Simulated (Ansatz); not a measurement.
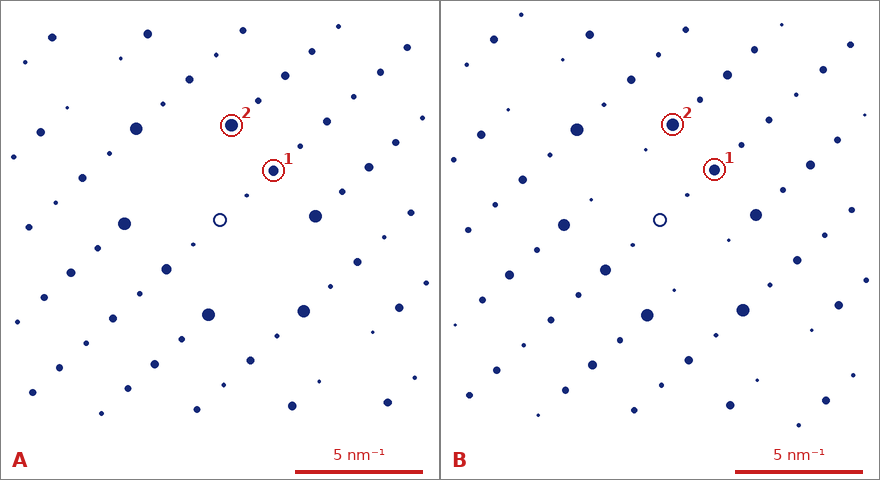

Kinematic electron diffraction patterns (200 kV, B = 0.5 Å², same scale) along [100] of the run's own cell, for the start and the end of one relaxation of ZrBiN with DFT r2SCAN, scalar-relativistic, plane waves, PAW in Ansatz 0.2.0. k mesh 10×10×6. The start is a generated model structure, and the relaxation ends in the nearest stationary point of its symmetry, not necessarily the ground state. Spot 1 is 0 0 -2 and spot 2 is 0 1 -2 in both.

Start structure:

```yaml
crystal:
  lattice:
    - [4.13317, 0.00000, 0.00000]
    - [0.00000, 4.13317, 0.00000]
    - [0.00000, 0.00000, 6.85353]
  atoms:
    - { symbol: Zr, position: [0.50000, 0.00000, 0.10889] }
    - { symbol: Zr, position: [0.00000, 0.50000, 0.89111] }
    - { symbol: Bi, position: [0.50000, 0.00000, 0.57172] }
    - { symbol: Bi, position: [0.00000, 0.50000, 0.42828] }
    - { symbol: N, position: [0.00000, 0.00000, 0.00000] }
    - { symbol: N, position: [0.50000, 0.50000, 0.00000] }
```

Which pattern belongs to the start structure, and which to the relaxed one?

Answer. B is the start: its cell gives d(1) = 3.427 Å, d(2) = 2.638 Å and an angle of 39.7°. A is the relaxed structure, with d(1) = 3.485 Å (+1.7 %), d(2) = 2.652 Å (+0.5 %) and 40.4°.

Name reflections whose intensity changes strongly on relaxation.

Answer. 0 0 4 goes from 8 to 15 % of the strongest spot.

Summarise the relaxation behind the change.

Answer. The volume changed by -0.5 % to 19.41 Å³ an atom; with the mean shift removed, the atoms moved by up to 0.05 Å relative to the cell (Bi most); the space group stayed P4/nmm (No. 129); the free energy fell by 2.3 meV an atom. Relaxed cell: a = 4.088 Å, b = 4.088 Å, c = 6.969 Å, α = 90.00°, β = 90.00°, γ = 90.00°.
